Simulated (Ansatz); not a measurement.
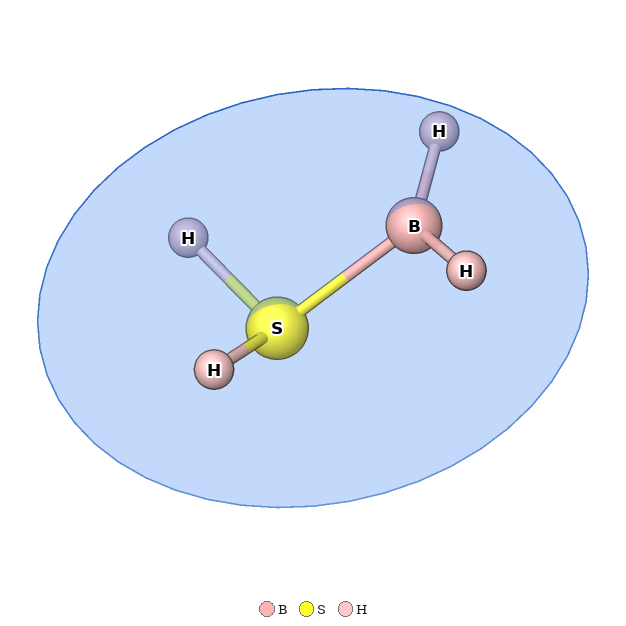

All proper rotation axes (lines) and mirror planes (discs) of the structure are drawn in. Distant atoms are faded towards the background colour. State: charge +1, singlet. The geometry was computed by an optimisation with PBE-D4/def2-SVP. No frequency run is at hand to confirm it as a minimum.

Name the symmetry elements and the point group.

Answer. It has 1 mirror plane. Point group Cs. The group has 2 operations. The geometry is achiral, and symmetry allows a dipole moment.
